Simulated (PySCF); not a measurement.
## Geometry relaxation, with input and output: C4H12OSi (part 1 of 2)

C4H12OSi (SiHMe2(OEt)), computed with PBE0-D3(BJ)/def2-SVP geometry optimisation, gas phase (PySCF 2.14.0).

It belongs to a series of runs on one base structure; here: one ligand: Cl to OEt.

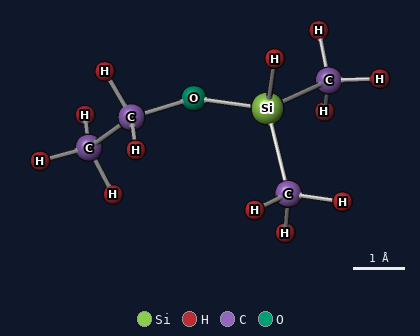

Fig. 1: The structure as given in the input (ball-and-stick view, seen at a tilt). Bond lengths as drawn: C–C 1.58 Å, C–H 1.00 to 1.20 Å, C–O 1.39 Å, C–Si 1.80 to 1.96 Å, H–Si 1.47 Å and O–Si 1.64 Å.

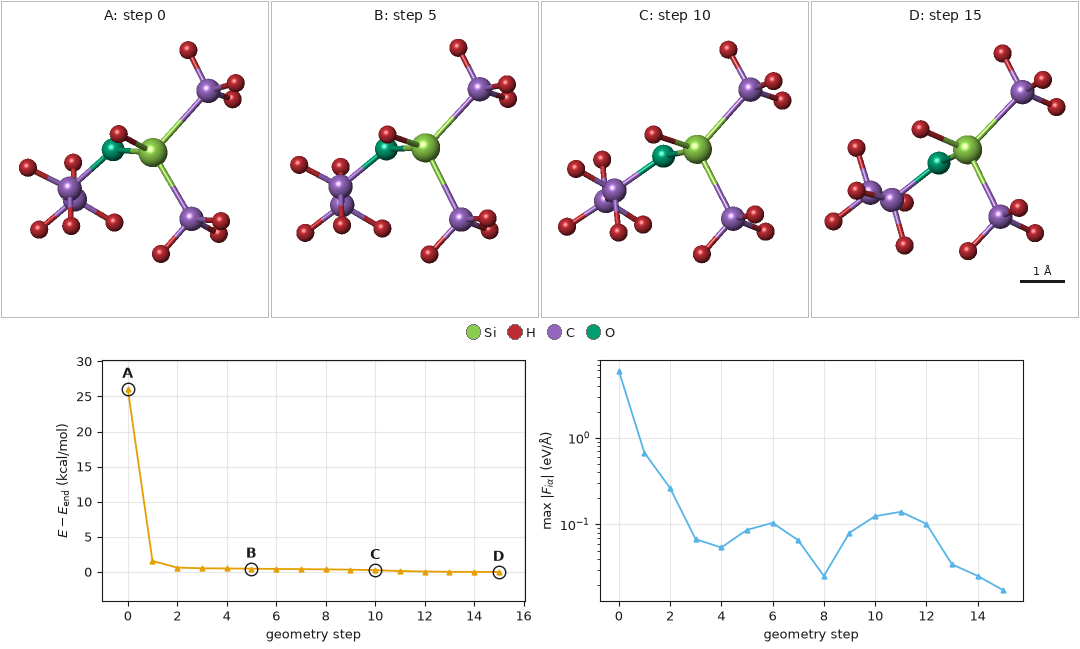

Fig. 2: Frames of the relaxation (ball-and-stick view, seen at a tilt) above the curves, on which the letters mark them (steps are counted from 0).

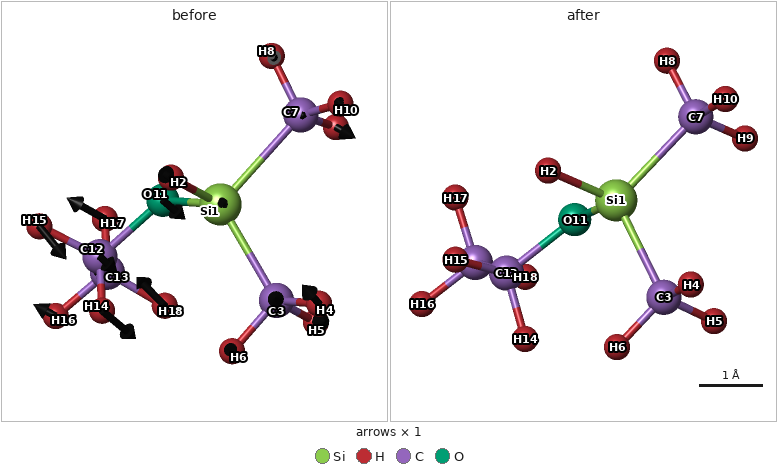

Fig. 3: Before (left) and after (right) the relaxation, at one scale (ball-and-stick view, seen at a tilt). The black arrows give the displacements, at true length. Over 15 geometry steps the energy falls by 26.1 kcal/mol. Largest force component: 6 eV/Å at the start, 0.017 eV/Å at the end. H14 moves most after the best rigid fit: 0.90 Å. Largest moves by element: H 0.90 Å, O 0.55 Å, C 0.42 Å, Si 0.17 Å. Distances before and after: C13–H17 0.998 → 1.100 Å, C3–H4 1.204 → 1.102 Å, Si1–C7 1.963 → 1.865 Å, C12–H14 1.030 → 1.108 Å. Among the angles that change: H4–C3–H6 99.4° → 107.6°, C12–C13–H16 102.9° → 110.9°, H16–C13–H17 114.8° → 108.6°. (Atoms are counted from 1 in the order of the input.)

These pictures come from the run below.

Input
```
{"job": {"xc": "PBE0", "basis": "def2-SVP", "d3": "d3bj", "grid": 1, "maxiter": 40, "shake": 0.03, "kind": "geom"}, "charge": 0, "multiplicity": 1}
Si     0.417400     1.003600     0.408290
H      0.595850     1.505810     1.773090
C      1.963400     0.577300    -0.408030
H      2.821440     1.421940    -0.407800
H      1.889040     0.225830    -1.439430
H      2.485580    -0.209300     0.163260
C     -0.479580     2.417770    -0.616030
H     -1.415340     2.712970    -0.192610
H     -0.701200     2.121150    -1.579110
H      0.097650     3.309670    -0.625350
O     -0.744770    -0.147570     0.399960
C     -0.593430    -1.444040     0.882590
C     -1.352120    -2.386780    -0.137950
H      0.391220    -1.708140     1.029850
H     -1.124690    -1.523930     1.838680
H     -1.213800    -3.387940     0.302690
H     -2.303510    -2.112520    -0.261480
H     -0.789440    -2.358870    -1.052890
```

The first line tells a small driver script what to run in PySCF; the rest is the geometry in Å.

Command:
```bash
OMP_NUM_THREADS=1 python <driver script> task.json out
```

What the program printed
```
step   0  E = -523.72626960  max force = 0.116378
step   1  E = -523.76533950  max force = 0.013124
step   2  E = -523.76685028  max force = 0.005131
step   3  E = -523.76700393  max force = 0.001312
step   4  E = -523.76704277  max force = 0.001055
step   5  E = -523.76709762  max force = 0.001682
step   6  E = -523.76715291  max force = 0.002031
step   7  E = -523.76719646  max force = 0.001277
step   8  E = -523.76724998  max force = 0.000493
step   9  E = -523.76732068  max force = 0.001560
step  10  E = -523.76742353  max force = 0.002422
step  11  E = -523.76762824  max force = 0.002722
step  12  E = -523.76773448  max force = 0.001978
step  13  E = -523.76780799  max force = 0.000674
step  14  E = -523.76782792  max force = 0.000496
step  15  E = -523.76783100  max force = 0.000339
optimisation converged
```

Trajectory as extended XYZ (Å, eV, eV/Å), 16 frames, from step=0 to step=15
```
18
Properties=species:S:1:pos:R:3:forces:R:3 step=0 energy=-14251.31769
Si    0.4174    1.0036    0.4083   -2.0932   3.0762  -1.1456
H     0.5958    1.5058    1.7731    0.3828   0.0428   0.6314
C     1.9634    0.5773   -0.4080    3.7523   0.8440  -0.0099
H     2.8214    1.4219   -0.4078   -2.1666  -1.4113   0.0160
H     1.8890    0.2258   -1.4394   -0.2426  -0.0482  -0.2564
H     2.4856   -0.2093    0.1633   -0.0653  -0.2715  -0.0649
C    -0.4796    2.4178   -0.6160    1.2069  -1.1010   2.8824
H    -1.4153    2.7130   -0.1926   -1.0674   0.0483   0.7908
H    -0.7012    2.1212   -1.5791   -0.2985  -0.9148  -2.7111
H     0.0977    3.3097   -0.6253    0.9986   1.1428  -0.2122
O    -0.7448   -0.1476    0.4000    0.0017  -0.3777  -0.0112
C    -0.5934   -1.4440    0.8826   -4.6187  -0.0767  -1.5861
C    -1.3521   -2.3868   -0.1379    5.9844  -0.9483   2.7743
H     0.3912   -1.7081    1.0298    2.8575  -0.9715   0.2339
H    -1.1247   -1.5239    1.8387    0.0418  -0.0446   0.4071
H    -1.2138   -3.3879    0.3027   -0.5502  -0.2066  -0.3363
H    -2.3035   -2.1125   -0.2615   -4.3140   1.2021  -0.4518
H    -0.7894   -2.3589   -1.0529    0.1905   0.0159  -0.9503
18
Properties=species:S:1:pos:R:3:forces:R:3 step=1 energy=-14252.38084
Si    0.3474    1.0910    0.3712   -0.4109   0.5395  -0.0935
H     0.5960    1.5376    1.7828    0.0937  -0.0469  -0.0026
C     1.9428    0.5524   -0.4109    0.6651  -0.4879   0.1066
H     2.6969    1.3490   -0.3943   -0.0254   0.3184  -0.0147
H     1.8434    0.2255   -1.4568   -0.1682  -0.0004  -0.0105
H     2.4263   -0.2724    0.1481   -0.2107  -0.0035  -0.0780
C    -0.4421    2.4936   -0.5965   -0.0040  -0.0513   0.2535
H    -1.3976    2.7892   -0.1307    0.0538  -0.0572  -0.0395
H    -0.6526    2.1769   -1.6298    0.0442   0.0458  -0.0118
H     0.2070    3.3852   -0.6093   -0.0019  -0.0748  -0.0774
O    -0.7936   -0.1218    0.3654   -0.0207  -0.5729  -0.0009
C    -0.6378   -1.4357    0.8594   -0.4107  -0.0671  -0.2118
C    -1.2675   -2.4514   -0.0931    0.6749   0.3998   0.3147
H     0.4237   -1.6958    1.0044    0.1390   0.0399   0.1000
H    -1.1441   -1.5158    1.8404    0.1429   0.0673   0.0327
H    -1.1516   -3.4697    0.3123   -0.1952   0.0489   0.0335
H    -2.3228   -2.1979   -0.2323   -0.1695  -0.1359  -0.1666
H    -0.7302   -2.4229   -1.0525   -0.1963   0.0385  -0.1337
18
Properties=species:S:1:pos:R:3:forces:R:3 step=2 energy=-14252.42195
Si    0.3295    1.0968    0.3631   -0.0488   0.0033   0.1022
H     0.6005    1.5231    1.7780    0.0184  -0.0024  -0.0091
C     1.9369    0.5280   -0.4039    0.2638  -0.0701   0.0074
H     2.6788    1.3442   -0.3903   -0.0504   0.0237  -0.0152
H     1.8081    0.2087   -1.4501   -0.0565   0.0094   0.0032
H     2.3919   -0.3104    0.1509   -0.0773   0.0182  -0.0196
C    -0.4425    2.4967   -0.5913   -0.0658   0.0594  -0.0243
H    -1.3972    2.7938   -0.1275    0.0372  -0.0118  -0.0397
H    -0.6478    2.1870   -1.6299    0.0183   0.0430   0.0575
H     0.2174    3.3797   -0.6092   -0.0226  -0.0465  -0.0204
O    -0.8021   -0.1313    0.3571   -0.0088  -0.0091  -0.0648
C    -0.6326   -1.4307    0.8620   -0.0157   0.0936  -0.0637
C    -1.2414   -2.4346   -0.0921    0.1194  -0.0245   0.0439
H     0.4394   -1.6662    1.0166   -0.0318  -0.0177   0.0293
H    -1.1235   -1.4995    1.8506    0.0315  -0.0344   0.0187
H    -1.1387   -3.4538    0.3096   -0.0834  -0.0377   0.0075
H    -2.3075   -2.2117   -0.2509    0.0336  -0.0378  -0.0176
H    -0.7258   -2.4030   -1.0650   -0.0610   0.0413   0.0048
18
Properties=species:S:1:pos:R:3:forces:R:3 step=3 energy=-14252.42613
Si    0.3293    1.0972    0.3614    0.0060  -0.0277   0.0528
H     0.6022    1.5125    1.7791   -0.0042   0.0000  -0.0039
C     1.9425    0.5283   -0.4063    0.0286   0.0256  -0.0202
H     2.6777    1.3495   -0.3905   -0.0006  -0.0064  -0.0063
H     1.7991    0.2195   -1.4539   -0.0138   0.0010   0.0041
H     2.3862   -0.3175    0.1417   -0.0096  -0.0044   0.0052
C    -0.4390    2.5063   -0.5872   -0.0145  -0.0069  -0.0112
H    -1.3946    2.8033   -0.1288    0.0011   0.0032  -0.0061
H    -0.6388    2.2075   -1.6285    0.0049   0.0061   0.0160
H     0.2237    3.3856   -0.6000    0.0032  -0.0025   0.0028
O    -0.8017   -0.1330    0.3423   -0.0022  -0.0225  -0.0675
C    -0.6356   -1.4288    0.8575    0.0197   0.0530   0.0403
C    -1.2371   -2.4453   -0.0863   -0.0046  -0.0319  -0.0278
H     0.4346   -1.6642    1.0258   -0.0214  -0.0025  -0.0068
H    -1.1281   -1.4924    1.8457    0.0038  -0.0106   0.0123
H    -1.1497   -3.4637    0.3234   -0.0105   0.0131   0.0099
H    -2.3025   -2.2276   -0.2575    0.0215   0.0039   0.0080
H    -0.7245   -2.4203   -1.0601   -0.0074   0.0094  -0.0016
18
Properties=species:S:1:pos:R:3:forces:R:3 step=4 energy=-14252.42719
Si    0.3307    1.0935    0.3599    0.0127  -0.0001   0.0219
H     0.5985    1.5009    1.7806   -0.0032  -0.0076   0.0025
C     1.9463    0.5326   -0.4116   -0.0354   0.0269  -0.0075
H     2.6803    1.3543   -0.3922    0.0091  -0.0090  -0.0013
H     1.7968    0.2317   -1.4605   -0.0004  -0.0028   0.0017
H     2.3870   -0.3184    0.1302    0.0105  -0.0068   0.0033
C    -0.4357    2.5082   -0.5823   -0.0001  -0.0070   0.0006
H    -1.3934    2.8031   -0.1276   -0.0054   0.0048   0.0030
H    -0.6300    2.2169   -1.6261    0.0002  -0.0045  -0.0051
H     0.2278    3.3867   -0.5871    0.0054   0.0078   0.0052
O    -0.8004   -0.1365    0.3276    0.0081  -0.0147  -0.0542
C    -0.6396   -1.4272    0.8557    0.0068   0.0127   0.0464
C    -1.2365   -2.4508   -0.0834   -0.0271  -0.0174  -0.0190
H     0.4282   -1.6638    1.0339    0.0005   0.0016  -0.0112
H    -1.1380   -1.4837    1.8419   -0.0002   0.0014   0.0013
H    -1.1584   -3.4654    0.3369    0.0069   0.0064   0.0027
H    -2.2997   -2.2308   -0.2629    0.0038   0.0097   0.0065
H    -0.7203   -2.4343   -1.0553    0.0078  -0.0016   0.0034
18
Properties=species:S:1:pos:R:3:forces:R:3 step=5 energy=-14252.42868
Si    0.3330    1.0859    0.3535    0.0103   0.0401  -0.0139
H     0.5867    1.4679    1.7834    0.0007  -0.0130   0.0090
C     1.9534    0.5431   -0.4229   -0.0865   0.0143   0.0121
H     2.6879    1.3635   -0.3909    0.0145  -0.0093   0.0030
H     1.7974    0.2610   -1.4761    0.0171  -0.0050  -0.0039
H     2.3896   -0.3197    0.1034    0.0246  -0.0023  -0.0021
C    -0.4282    2.5158   -0.5713    0.0184  -0.0048   0.0183
H    -1.3911    2.8036   -0.1238   -0.0078   0.0019   0.0112
H    -0.6094    2.2431   -1.6218   -0.0043  -0.0123  -0.0251
H     0.2358    3.3937   -0.5538    0.0034   0.0119   0.0050
O    -0.7952   -0.1457    0.2892    0.0142  -0.0087  -0.0441
C    -0.6475   -1.4241    0.8485   -0.0190  -0.0397   0.0500
C    -1.2388   -2.4660   -0.0750   -0.0374   0.0238   0.0065
H     0.4160   -1.6624    1.0463    0.0261   0.0012  -0.0154
H    -1.1580   -1.4585    1.8300   -0.0007   0.0118  -0.0074
H    -1.1783   -3.4701    0.3719    0.0245  -0.0038  -0.0071
H    -2.2969   -2.2396   -0.2718   -0.0194   0.0103  -0.0015
H    -0.7123   -2.4743   -1.0411    0.0212  -0.0163   0.0054
18
Properties=species:S:1:pos:R:3:forces:R:3 step=6 energy=-14252.43018
Si    0.3367    1.0743    0.3403    0.0042   0.0612  -0.0334
H     0.5659    1.4130    1.7850    0.0046  -0.0130   0.0104
C     1.9665    0.5625   -0.4375   -0.1044  -0.0081   0.0215
H     2.7011    1.3810   -0.3813    0.0154  -0.0018   0.0064
H     1.8107    0.3090   -1.4979    0.0302  -0.0038  -0.0077
H     2.3991   -0.3161    0.0654    0.0278   0.0018  -0.0035
C    -0.4182    2.5261   -0.5554    0.0290   0.0038   0.0251
H    -1.3900    2.7990   -0.1181   -0.0073  -0.0030   0.0148
H    -0.5783    2.2830   -1.6163   -0.0070  -0.0130  -0.0323
H     0.2428    3.4051   -0.5013   -0.0006   0.0106   0.0017
O    -0.7819   -0.1631    0.2259    0.0169  -0.0045  -0.0249
C    -0.6569   -1.4213    0.8341   -0.0380  -0.0710   0.0413
C    -1.2495   -2.4886   -0.0596   -0.0395   0.0558   0.0268
H     0.4007   -1.6649    1.0547    0.0386   0.0000  -0.0162
H    -1.1809   -1.4165    1.8095    0.0039   0.0198  -0.0119
H    -1.2141   -3.4750    0.4269    0.0327  -0.0149  -0.0145
H    -2.3002   -2.2506   -0.2797   -0.0320   0.0049  -0.0098
H    -0.7098   -2.5399   -1.0169    0.0255  -0.0246   0.0062
```
